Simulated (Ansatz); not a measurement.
# What CsSe4Cl (built on the sites of a database entry of CsClO4) distorts into

Wanted: the energy along a soft mode of CsSe4Cl (built on the sites of a database entry of CsClO4) and the structure at the end.

Calculated with Ansatz 0.2.0; DFT PBEsol, scalar-relativistic, plane waves, PAW.

The structure was built from a prototype and need not be the compound's stable phase.

**1. Starting point**

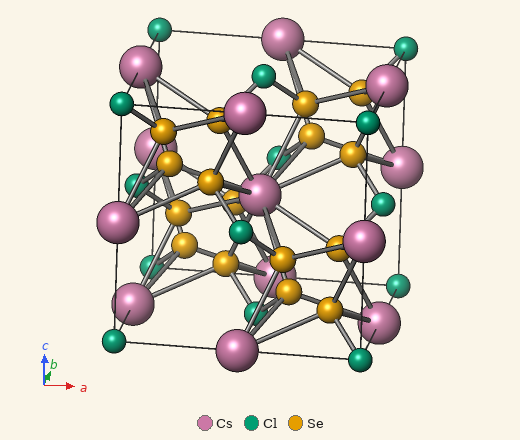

The cell as given, slightly off an axis (caesium pink, chlorine teal, selenium orange). This picture shows the conventional cell, with its axes. Bonds to atoms that aren't drawn are left out. Some periodic images of atoms are drawn too.

**2. The dispersion**

The cell comes from relaxations at this level that are not shown. Stability and thermal properties need the whole zone. Linear response on a 2×2×2 q mesh gives force constants as far as a supercell of that size would.

The input, input.yaml:

```yaml
crystal:
  lattice:
    - [0.0, 4.9159952897, 4.9159952897]
    - [4.9159952897, 0.0, 4.9159952897]
    - [4.9159952897, 4.9159952897, 0.0]
  atoms:
    - { symbol: Cs, position: [0.5, 0.5, 0.5] }
    - { symbol: Cl, position: [0.0, 0.0, 0.0] }
    - { symbol: Se, position: [0.1512066266, 0.1512066266, 0.1512066266] }
    - { symbol: Se, position: [0.5463801201, 0.1512066266, 0.1512066266] }
    - { symbol: Se, position: [0.1512066266, 0.1512066266, 0.5463801201] }
    - { symbol: Se, position: [0.1512066266, 0.5463801201, 0.1512066266] }
kpoints:
  mp_grid: { grid: [6, 6, 6] }
hamiltonian:
  xc: pbesol
scf:
  occupations: { method: methfessel_paxton, width: 0.2 }
output:
  eigenvalues: true
phonons:
  method: dfpt
  qmesh: [2, 2, 2]
  temperatures: { t_max: 1000, t_step: 50 }
  qpath:
    path:
      - [[0.0, 0.0, 0.0], [-0.5, -0.5, 0.0], [-0.375, -0.375, 0.25]]
      - [[-0.375, 0.0, 0.375], [0.0, 0.0, 0.0], [0.0, 0.0, 0.5], [-0.5, -0.25, 0.25], [-0.5, -0.5, 0.0]]
    npoints: 10
```

On the command line:

```
ansatz run input.yaml --threads 8 --pin off --max-ram 14336MiB --backend cpu --events-out ev --progress --plain --runs-dir out
```

Numbers of over 12 decimals in the logs are rounded to 6 here.

Output:

```text
Warning: phonons: the dynamical matrix that this run interpolates holds no multipole term above the dipole-dipole one, and a site of this crystal is no centre of inversion, so its interpolated transverse optical and acoustic branches and sound speeds can stay off near Gamma, and the density of states and the thermodynamics with them. What a run solves at a wave vector of phonons.qpoints, Gamma apart, where the deck admits one, is free of this, and under fd what a larger phonons.supercell samples
Engine: ansatz 0.2.0, x86_64-unknown-linux-gnu
Pseudopotentials: kind: paw
Pseudopotential: Cs, paw, valence charge 9, recommended cutoff 420 eV (normal), Cs.paw.azcp
Pseudopotential: Cl, paw, valence charge 7, recommended cutoff 420 eV (normal), Cl.paw.azcp
Pseudopotential: Se, paw, valence charge 16, recommended cutoff 420 eV (normal), Se.paw.azcp
Functional definition: PBEsol
  exchange = pbesol_x
  correlation = pbesol_c
Crystal: 6 atoms, lattice volume = 237.610 Å³
Basis set: ecut = 420 eV, 4645 PW (Γ), exchange–correlation on 96×96×96 points (8 copies of the dense FFT grid, shifted against one another)
Bands: 48, of which v1, the nominal top of the filled ones, is band 40 counted from 1 (39 counted from 0)
Symmetry: 24 space group operations
k-points: 16 of 216 (time reversal used)
Non-local potential: Cs, projectors of the file, l = 0: 3, l = 1: 2, l = 2: 2, l = 3: 2
Non-local potential: Cl, projectors of the file, l = 0: 2, l = 1: 2, l = 2: 2
Non-local potential: Se, projectors of the file, l = 0: 2, l = 1: 2, l = 2: 3, l = 3: 1
PAW form: soft (Blöchl's): semilocal exchange-correlation on the pseudo side does not see the compensation charge
PAW frozen core: Cs, regenerated for the run's functional, and the local potential with it (the file was generated under x = pbe(κ = 0.804, μ = 0.219515), c = pbe(β = 0.066725))
PAW frozen core: Cl, regenerated for the run's functional, and the local potential with it (the file was generated under x = pbe(κ = 0.804, μ = 0.219515), c = pbe(β = 0.066725))
PAW frozen core: Se, regenerated for the run's functional, and the local potential with it (the file was generated under x = pbe(κ = 0.804, μ = 0.219515), c = pbe(β = 0.066725))
PAW one-centre angular grid: Cs, 194 points (default); XC on 64 Gauss nodes
PAW one-centre angular grid: Cl, 110 points (default); XC on 64 Gauss nodes
PAW one-centre angular grid: Se, 590 points (default); XC on 64 Gauss nodes
Initial density: superposition of atomic densities (neutral atoms: chi_scale 0, normalization atom), corrected by the library's trained network
Initial wavefunctions: pseudopotential atomic-orbital guess
Functional: x = pbesol(κ = 0.804, μ = 0.123457), c = pbesol(β = 0.046)
SCF iter   1: F=—  HF=-28342.950496 eV  |F-HF|=—  |Δ(HF+E_count)|=         —  Δρ=2.78e-3  dr2=2.32e-2  ethr=1.77e-3  ⟨swp⟩=7.3  Hψ=3010  notcnv=0
preconditioner: auto → LDOS  [metal: Δε(μ)=0.018 eV  Ē_g=9.570 eV  σ=0.200 eV  W_gap=0.08  n_scr=58 (ndim 8)  ℏωp=14.8 eV  f_vac=0.266  D(μ)=9.06/eV (n_scr^D=64)  β→1.0]
SCF iter   2: F=—  HF=-28342.952202 eV  |F-HF|=—  |Δ(HF+E_count)|=   1.71e-3  S|Δr|=    0.00e0  Δρ=1.33e-3  dr2=5.56e-3  ethr=2.90e-5  ⟨swp⟩=3.0  Hψ=1763  notcnv=0
SCF iter   3: F=—  HF=-28342.950785 eV  |F-HF|=—  |Δ(HF+E_count)|=   1.42e-3  S|Δr|=    0.00e0  Δρ=4.12e-4  dr2=9.93e-4  ethr=6.94e-6  ⟨swp⟩=2.0  Hψ=1386  notcnv=0
SCF iter   4: F=—  HF=-28342.950640 eV  |F-HF|=—  |Δ(HF+E_count)|=   1.44e-4  S|Δr|=    0.00e0  Δρ=1.40e-4  dr2=6.54e-5  ethr=1.24e-6  ⟨swp⟩=2.0  Hψ=920  notcnv=0
SCF iter   5: F=—  HF=-28342.950683 eV  |F-HF|=—  |Δ(HF+E_count)|=   4.23e-5  S|Δr|=    0.00e0  Δρ=4.36e-5  dr2=1.26e-5  ethr=8.18e-8  ⟨swp⟩=2.0  Hψ=1050  notcnv=0
SCF iter   6: F=—  HF=-28342.950684 eV  |F-HF|=—  |Δ(HF+E_count)|=   1.40e-6  S|Δr|=    0.00e0  Δρ=1.51e-5  dr2=1.24e-6  ethr=1.57e-8  ⟨swp⟩=2.6  Hψ=1350  notcnv=0
SCF iter   7: F=—  HF=-28342.950615 eV  |F-HF|=—  |Δ(HF+E_count)|=   6.89e-5  S|Δr|=    0.00e0  Δρ=4.83e-6  dr2=6.40e-8  ethr=1.55e-9  ⟨swp⟩=2.0  Hψ=1386  notcnv=0
SCF iter   8: F=—  HF=-28342.950615 eV  |F-HF|=—  |Δ(HF+E_count)|=   2.45e-8  S|Δr|=    0.00e0  Δρ=1.45e-6  dr2=7.21e-9  ethr=8.00e-11  ⟨swp⟩=2.0  Hψ=1047  notcnv=0
SCF iter   9: F=—  HF=-28342.950615 eV  |F-HF|=—  |Δ(HF+E_count)|=   4.92e-9  S|Δr|=    0.00e0  Δρ=2.50e-7  dr2=1.74e-10  ethr=9.02e-12  ⟨swp⟩=2.1  Hψ=1083  notcnv=0
SCF iter  10: F=-28342.950615 eV  HF=-28342.950615 eV  |F-HF|=7.28e-12  |Δ(HF+E_count)|=  7.64e-11  S|Δr|=    0.00e0  Δρ=5.34e-8  dr2=9.17e-12  ethr=1.00e-12  ⟨swp⟩=9.9  Hψ=4496  notcnv=0
SCF 1 converged in 10 iterations: F = -28342.950615 eV  dr2 = 9.17e-12
  greatest PAW one-centre occupation: 1.000 electrons in one spin orbital (limit 2), on the Se atom at site 4 (counted from 0), in its partial waves of l = 2
Initial density: read from a saved state, or passed on in memory by an earlier SCF of this step, an earlier step, the calling program or the single point that the run made first
iter 1 solved again at ethr=7.96e-8 eV; its pass at ethr=3.10e-3 eV (dr2=6.37e-5 eV) is discarded
SCF iter   1: F=—  HF=-28342.950677 eV  |F-HF|=—  |Δ(HF+E_count)|=         —  Δρ=2.35e-7  dr2=9.38e-11  ethr=7.96e-8  ⟨swp⟩=3.8  Hψ=4991  notcnv=0
eigensolver tolerance schedule: the retry pair's looser diagonalisation over-reported the residual by 678543.86 of it (diagonalisation noise at an unbounded share of the residual, at the tolerance the schedule requests for it); recorded, not acted on — ethr = c·dr2/N_el stays at c = 1.0e-1
preconditioner: auto → LDOS  [metal: Δε(μ)=0.017 eV  Ē_g=9.593 eV  σ=0.200 eV  W_gap=0.07  n_scr=58 (ndim 8)  ℏωp=14.8 eV  f_vac=0.263  D(μ)=8.96/eV (n_scr^D=64)  β→1.0]
SCF iter   2: F=—  HF=-28342.950615 eV  |F-HF|=—  |Δ(HF+E_count)|=   6.17e-5  S|Δr|=    0.00e0  Δρ=2.62e-7  dr2=2.00e-10  ethr=1.00e-12  ⟨swp⟩=3.9  Hψ=2116  notcnv=0
SCF iter   3: F=—  HF=-28342.950615 eV  |F-HF|=—  |Δ(HF+E_count)|=  1.89e-10  S|Δr|=    0.00e0  Δρ=1.32e-7  dr2=3.14e-11  ethr=1.00e-12  ⟨swp⟩=2.1  Hψ=1409  notcnv=0
SCF iter   4: F=—  HF=-28342.950615 eV  |F-HF|=—  |Δ(HF+E_count)|=  1.46e-11  S|Δr|=    0.00e0  Δρ=8.48e-8  dr2=1.75e-11  ethr=1.00e-12  ⟨swp⟩=1.0  Hψ=768  notcnv=0
SCF iter   5: F=-28342.950615 eV  HF=-28342.950615 eV  |F-HF|=7.28e-12  |Δ(HF+E_count)|=  7.28e-12  S|Δr|=    0.00e0  Δρ=3.85e-8  dr2=3.46e-12  ethr=1.00e-12  ⟨swp⟩=3.9  Hψ=2196  notcnv=0
SCF 2 converged in 5 iterations: F = -28342.950615 eV  dr2 = 3.46e-12
  greatest PAW one-centre occupation: 1.000 electrons in one spin orbital (limit 2), on the Se atom at site 3 (counted from 0), in its partial waves of l = 2
phonons: the bands overlap, so this run is a metal and interpolates without the dipole-dipole term. If the crystal is really an insulator or semiconductor, its LO-TO splitting is missing
NSCF: frozen V_eff on 16 k-points
WARN: eigensolver did not converge (k=0): 1 band(s) unlocked after 20 sweeps at ethr=1.39e-12 eV (storage-precision floor; scheduled 1.00e-12 eV) (lowest unlocked band 47, counted from 0; max residual 4.26e-6 eV among the unlocked bands, 7.18e-6 eV over every band; other slots of this pass that fall short are told together in one closing line; warning suppressed until the next SCF loop or pass starts)
WARN: eigensolver did not converge in 5 slots of this pass, the one above among them; of largest residual over every band (k=14): 1 band(s) unlocked (lowest unlocked band 47, counted from 0; max residual 7.50e-6 eV among the unlocked bands, 7.50e-6 eV over every band); of lowest unlocked band (k=0): band 47
NSCF: frozen V_eff on 68 k-points
DFPT response loops at q = (0, 0, 0) (fractional): preconditioner auto → none (partly filled bands, converged f_vac=0.263); β = 0.50; Broyden in place of MSR1
NSCF: frozen V_eff on 224 k-points
DFPT response loops at q = (0, 0, -0.5) (fractional): mixed as the last ones told, above
NSCF: frozen V_eff on 224 k-points
DFPT response loops at q = (0, -0.5, -0.5) (fractional): mixed as the last ones told, above
SCF converged after 10 iterations
Stability not checked: this state was not tested for a lower state beside it, because cold or Methfessel-Paxton smearing, or corrected tetrahedra, fill the levels in a way that the test cannot read (fill_not_monotonic; see scf.lower_state_search)
Free energy (F): -28342.950615 eV
Harris-Foulkes:  -28342.950615 eV  (|F-HF|=7.28e-12)
Internal energy: -28342.934769 eV  (E = F + TS)
E sigma→0 (E₀):  -28342.946654 eV
Entropy (-TS):   -0.015846 eV (-2.641 meV/atom)
Fermi energy:    3.989491 eV
--- Per-component energies (eV) ---
  E_band       = -1915.271852
  E_kinetic    = 771.227438
  E_local      = -14508.181101  (includes V_loc(G=0)·N_el)
  E_nonlocal   = -2305.615033
  E_hartree    = 6957.268680
  E_xc         = -688.172817
  E_vxc        = -634.569273  (∫ρ·V_xc dr)
  E_paw        = -13098.603499  (= ΣΔE_a)
  E_vpaw       = 847.330825  (= ΣTr[D̂ρ^β])
  E_aug_tail   = -0.002249  (compensation charges beyond the density's cutoff)
  E_ewald      = -5475.112582
  E_core_change = 4.256394  (= ΣΔE_core)
  E_smearing   = -0.015846  (= −TS)
  E_closure    = 0.000000  (closes the sum)
  Σ components = -28342.950615   (vs F -28342.950615, Δ=0.00e0)
--- Band table (eV; the first three rows and the last of 16) ---
  k-point 0: bands = [... 36 lower, 1.7061, 1.7061, 4.2334, 4.2334, 4.2334, 5.0009, 5.0009, 5.0009, ... 4 higher]
  k-point 1: bands = [... 36 lower, 1.6140, 1.6140, 4.0577, 4.0577, 4.2366, 4.9679, 5.1499, 5.1499, ... 4 higher]
  k-point 2: bands = [... 36 lower, 1.4354, 1.4354, 3.8148, 3.8148, 4.2431, 4.9292, 5.3454, 5.3454, ... 4 higher]
  k-point 15: bands = [... 36 lower, 1.4179, 1.9782, 3.4373, 3.7333, 4.0888, 4.5368, 5.6346, 5.7936, ... 4 higher]
--- Phonons (Γ-DFPT): 3 representative perturbations + reference (Σ response iterations 10) ---
  ASR residual: 7.952e-5 → 0.000e0 eV/Å²; symmetrization residual: 2.246e-6 eV/Å²
  ASR residual per site (eV/Å²): 7.95e-5 6.20e-6 3.17e-5 3.17e-5 3.17e-5 3.17e-5
  Γ frequencies (cm⁻¹): -128.99 -128.99 -128.99 -110.69 -110.69 0.00 0.00 0.00 30.01 30.01 30.01 44.14 44.14 44.14 149.21 149.21 149.21 229.63
--- Phonons (arbitrary-q DFPT): 3 irreducible q on the 2×2×2 mesh ---
  q = [0.0000, 0.0000, 0.0000] (star 1, of the zone-centre solve; hermiticity 1.75e-6, symmetrization 4.82e-11): -128.99 -128.99 -128.99 -110.69 -110.69 -0.00 0.00 0.00 30.01 30.01 30.01 44.14 44.14 44.14 149.21 149.21 149.21 229.63
  q = [0.0000, 0.0000, -0.5000] (star 4, 5 solved perturbations in 384 linear systems a pass and spin channel, the states on 112 of 216 k-point pairs; hermiticity 4.88e-6, symmetrization 2.83e-6): -154.70 -140.94 -140.94 -100.37 -100.37 -41.76 -41.76 20.90 25.79 25.79 26.83 26.83 44.10 45.26 144.44 144.44 146.51 225.34
  q = [0.0000, -0.5000, -0.5000] (star 3, 6 solved perturbations in 332 linear systems a pass and spin channel, the states on 112 of 216 k-point pairs; hermiticity 6.84e-6, symmetrization 1.07e-6): -162.60 -162.60 -130.60 -107.89 -85.51 -48.13 -48.13 -15.97 21.81 23.01 23.01 36.58 36.58 54.57 142.75 142.75 153.13 226.26
  sum rule: each row above includes the acoustic sum rule's correction from the zone centre's row sums; it moved no ω² by more than (0.47 cm⁻¹)²
  mesh force constants: q→R imaginary residual 1.95e-17; ASR residual 7.952e-5 → 0.000e0 eV/Å²; symmetrization residual 2.220e-15 eV/Å²
  interpolated dispersion: 62 rows × 18 modes
  density of states and harmonic sums: on the 12×12×12 q-mesh, interpolated from the force constants of a 2×2×2 supercell (no non-analytic term)
  largest difference from the sums on the solved wave vectors: F 8.47e-2 eV, S 9.50e-5 and C_V 1.38e-5 eV/K
  zero-point energy: 0.053510 eV/cell   skipped modes (ω ≤ 0): 531, of them read as no rigid motion or as one in doubt: 528 (7.379e0 modes/cell left out, lowest -162.60 cm⁻¹)   left out of the sums: 4.10e-1 of the cell's modes: C_V's classical limit lies that fraction below 3 k_B per atom; for a crystal, a wire or a layer, F and S can be off by more, and a phonons.interpolated_qmesh denser along its periods is the remedy for the sampling
```

Run time: 2 min. Hardware: 8 threads of Intel Xeon Platinum 8488C (Sapphire Rapids), shared host; peak memory 3.5 GiB.

The column dr2 measures how far the density is from self-consistency, as an energy; F and HF (Harris–Foulkes) agree once it is small.

This step gave:

| Property | Result |
| --- | --- |
| volume per atom | 39.60 Å³ |
| gap on the k-mesh | 0 eV |
| sum-rule residual before enforcement | 7.95e-5 eV/Å² |
| lowest frequency on the path | -162.6 cm⁻¹ |
| point group | -43m |
| highest frequency on the path or at a solved wavevector | 229.6 cm⁻¹ |
| highest optical mode at the zone centre (no LO-TO term) | 229.6 cm⁻¹ |
| lowest optical zone-centre mode | -129.0 cm⁻¹ |
| lowest mode on the q mesh (acoustic modes at Γ apart) | -162.6 cm⁻¹ |

Frequencies (cm⁻¹) solved at each irreducible wavevector; negative means imaginary. Frequencies by wavevector, by row:

| q in reciprocal lattice units | star | mode 1 | mode 2 | mode 3 | mode 4 | mode 16 | mode 17 | mode 18 |
| --- | --- | --- | --- | --- | --- | --- | --- | --- |
| 0 0 0 | 1 | -129 | -129 | -129 | -110.7 | 149.2 | 149.2 | 229.6 |
| 0 0 -0.5 | 4 | -154.7 | -140.9 | -140.9 | -100.4 | 144.4 | 146.5 | 225.3 |
| 0 -0.5 -0.5 | 3 | -162.6 | -162.6 | -130.6 | -107.9 | 142.8 | 153.1 | 226.3 |

Interpolated from a 2×2×2 q mesh. The phonon branches at the labelled points (cm⁻¹):

| point | branch 1 | branch 2 | branch 3 | branch 4 | branch 15 | branch 16 | branch 17 | branch 18 |
| --- | --- | --- | --- | --- | --- | --- | --- | --- |
| Γ | -129 | -129 | -129 | -111 | 149 | 149 | 149 | 230 |
| X | -163 | -163 | -131 | -108 | 143 | 143 | 153 | 226 |
| U | -162 | -156 | -136 | -104 | 132 | 143 | 161 | 224 |
| jump to K | -162 | -156 | -136 | -104 | 132 | 143 | 161 | 224 |
| Γ | -129 | -129 | -129 | -111 | 149 | 149 | 149 | 230 |
| L | -155 | -141 | -141 | -100 | 144 | 144 | 146 | 225 |
| W | -160 | -157 | -137 | -102 | 129 | 143 | 163 | 223 |
| X | -163 | -163 | -131 | -108 | 143 | 143 | 153 | 226 |

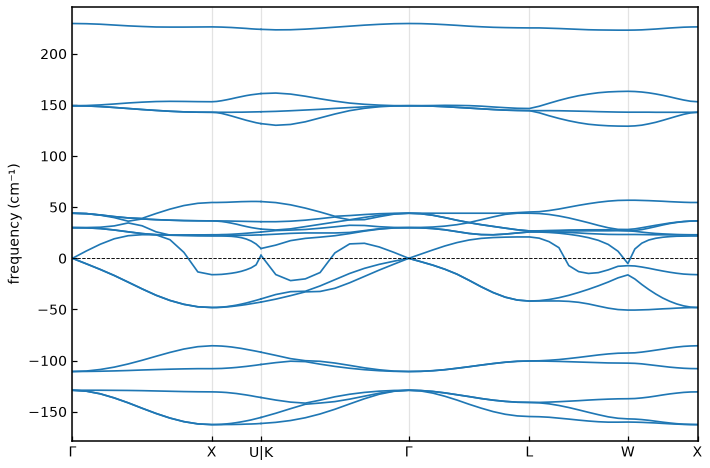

Phonon branches along the path.

Symmetry leaves 3 wavevectors to solve. The lowest mode among them, the acoustic zeros apart, lies at q = (0, -0.5, -0.5) and is imaginary, 162.6i cm⁻¹, so the energy falls along it.

**3. The mode frozen in, largest atomic shift 0 Å**

The mode followed lies at q = (0, -0.5, -0.5) with frequency 162.6i cm⁻¹ and is 2-fold degenerate, the softest among the wavevectors solved. At small amplitude the distorted cell has space group no. 31 by a symmetry search on the positions. The undistorted cell that holds it gives the zero of energy on the same k mesh.

System of this step: CsSe4Cl (built on the sites of a database entry of CsClO4). It takes space group F-43m (No. 216, cubic). The conventional cell has a = 9.832 Å, b = 9.832 Å, c = 9.832 Å, α = 90.00°, β = 90.00°, γ = 90.00°. Cs has 12 Se at 4.02 Å nearest. Cl has 4 Se at 2.57 Å nearest. Nearest to Se lie 1 Cl at 2.57 Å and 3 Se at 2.75 Å and 3 Cs at 4.02 Å. Farther neighbours and most contacts between anions are not listed.

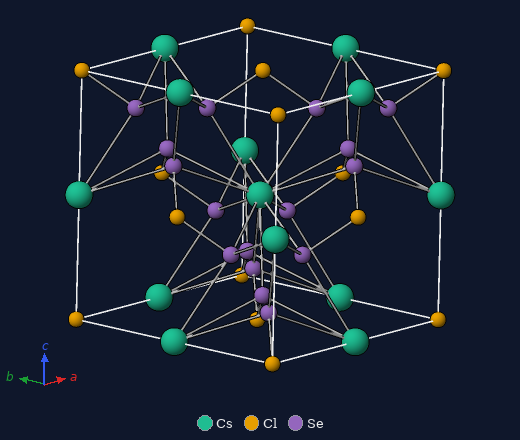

The cell of this step (caesium teal, chlorine orange, selenium purple). Bonds to atoms that aren't drawn are left out. Some periodic images of atoms are drawn too.

The input, input.yaml:

```yaml
crystal:
  lattice:
    - [0.0, -4.9159952897, -4.9159952897]
    - [0.0, 4.9159952897, -4.9159952897]
    - [9.8319905794, 0.0, 0.0]
  atoms:
    - { symbol: Cs, position: [0.5, 0.5, 0.0] }
    - { symbol: Cs, position: [0.0, 0.0, 0.5] }
    - { symbol: Cl, position: [0.5, 0.5, 0.5] }
    - { symbol: Cl, position: [0.0, 0.0, 0.0] }
    - { symbol: Se, position: [0.1975867467, 0.5, 0.6512066266] }
    - { symbol: Se, position: [0.6975867467, 0.0, 0.1512066266] }
    - { symbol: Se, position: [0.8024132533, 0.5, 0.6512066266] }
    - { symbol: Se, position: [0.3024132533, 0.0, 0.1512066266] }
    - { symbol: Se, position: [0.0, 0.6975867467, 0.8487933734] }
    - { symbol: Se, position: [0.5, 0.1975867467, 0.3487933734] }
    - { symbol: Se, position: [0.0, 0.3024132533, 0.8487933734] }
    - { symbol: Se, position: [0.5, 0.8024132533, 0.3487933734] }
kpoints:
  mp_grid: { grid: [6, 6, 4] }
hamiltonian:
  xc: pbesol
scf:
  occupations: { method: methfessel_paxton, width: 0.2 }
output:
  forces: true
  stress: true
  eigenvalues: true
```

Output:

```text
[...]
Crystal: 12 atoms, lattice volume = 475.220 Å³
Basis set: ecut = 420 eV, 9301 PW (Γ), exchange–correlation on 96×96×144 points (8 copies of the dense FFT grid, shifted against one another)
Bands: 96, of which v1, the nominal top of the filled ones, is band 80 counted from 1 (79 counted from 0)
Symmetry: 16 space group operations
[...]
k-point 0: bands = [... 76 lower, 3.3130, 3.9719, 3.9719, 4.2334, 4.2334, 4.2335, 4.2684, 5.0009, ... 12 higher]
  k-point 1: bands = [... 76 lower, 3.4526, 3.9910, 3.9910, 4.0972, 4.1567, 4.1567, 4.3864, 4.8828, ... 12 higher]
  k-point 2: bands = [... 76 lower, 3.7761, 3.7761, 4.0519, 4.0519, 4.0519, 4.0519, 4.6362, 4.6362, ... 12 higher]
  k-point 29: bands = [... 76 lower, 3.5741, 3.5741, 3.5742, 3.5742, 4.1255, 4.1255, 4.6262, 4.6262, ... 12 higher]
[key lines of the parts left out:]
SCF converged after 8 iterations
Free energy (F): -56685.901707 eV
Fermi energy:    3.988918 eV
P = ⅓ Tr σ = -0.0003 GPa (-0.003 kbar)
```

Wall time 10 s (8 threads); peak memory 2.4 GiB; 78 s of CPU time.

Numbers from this step:

```
pressure                         : -2.58e-4 GPa
energy from the undistorted cell : 0 meV/atom
```

The run ends at a pressure of 0.00 GPa, with forces up to 0.0012 eV/Å.

[end of part 1 of 3]

[Logs are printed without paths, hosts, clocks, repeated set-up lines and the standing remarks that a program may print on its own settings, such as how far it seeks lower states.]

[Hosts, paths, dates, database ids (printed as entryN), source tags and the programs' standing remarks are cut or masked in the printed files.]
